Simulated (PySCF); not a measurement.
B(Cl)(I)(OH), HBClIO, SMILES OB(I)Cl, B3LYP/def2-SVP optimised geometry. Atoms within 1.6 Å of the plane z = 0.0 Å (x, y, z in Å): B1 (-0.34, 0.04, 0.00), Cl2 (1.44, 0.04, 0.00), I3 (-1.44, 1.90, 0.00), O4 (-1.04, -1.10, 0.00), H5 (-0.49, -1.90, 0.00).

Level of theory: B3LYP/def2-TZVP, def2 effective core potentials past Kr in PySCF. The core electrons that the potentials of I replace are not part of the density. Cells within 0.4 Å of a nucleus heavier than hydrogen are left out (blank, or x).

Map of the log10 of the electron density (e/bohr³), floored at −4 on the plane z = 0.0 Å:

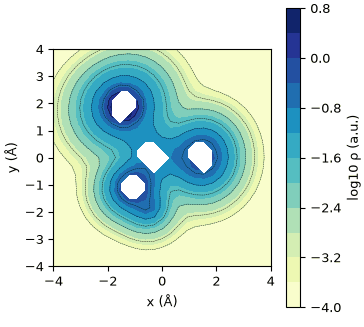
*Log10 of the electron density (e/bohr³), floored at −4 on the plane z = 0.0 Å.*
